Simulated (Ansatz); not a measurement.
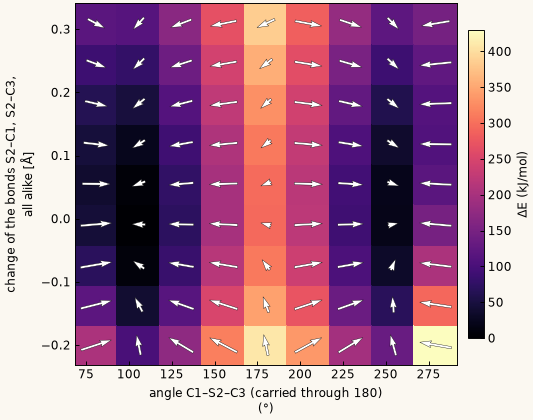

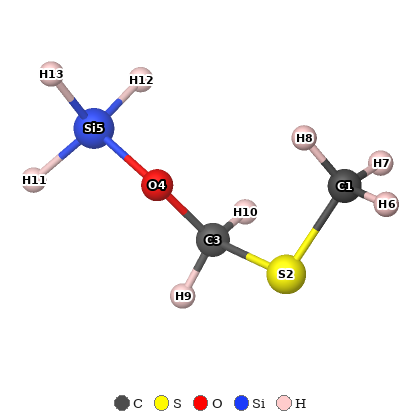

Energy landscape of C₂H₈OSSi, SMILES CSCO[SiH3]. 
- First axis: angle C1–S2–C3 (carried through 180). Second axis: change of the bonds S2–C1, S2–C3, all alike.
- Nothing is relaxed (all other coordinates rigid).
- Grid: 9 × 9 points.
- Points are written as (first, second).
- All energies are given in kJ/mol relative to the lowest grid point.
- Energies and slopes of some neighbouring points disagree (a jump in structure or state, or too coarse a mesh).
- The calculation used Ansatz 0.2.0, RKS PBE-D4/def2-SVP.

The picture shows one coloured cell a grid point, arrows along the force (downhill), their lengths compressed. The second picture is the structure at the lowest point.

### What does the map say about the system?

The lowest grid point is at (105.7°, −0.009 Å). Other grid points that lie below all their neighbours: (254.3°, −0.009 Å) (19 kJ/mol higher). The highest grid point, (279.1°, −0.200 Å), lies 429 kJ/mol above the lowest.

Grid values (kJ/mol):

```csv
"second ↓, first →",80.9,105.7,130.5,155.2,180.0,204.8,229.5,254.3,279.1
0.309,117,113,169,268,384,284,180,121,147
0.245,88,79,138,244,356,262,151,88,125
0.182,63,48,111,223,330,242,126,59,111
0.118,46,23,90,207,309,227,105,36,108
0.055,38,6,76,198,296,219,93,22,118
−0.009,45,0,72,199,294,221,90,19,148
−0.073,70,10,83,215,309,237,103,32,204
−0.136,120,40,114,251,344,273,135,67,293
−0.200,203,100,173,315,409,336,196,134,429
```

Each point was launched as `ansatz run input.yaml --threads 1 --pin off --max-ram 2560MiB --backend cpu --events-out ev --progress --plain --runs-dir out`. Time for the 81 points that were run: 12 min on 1 thread of Arm Neoverse V1, with other jobs on the host.
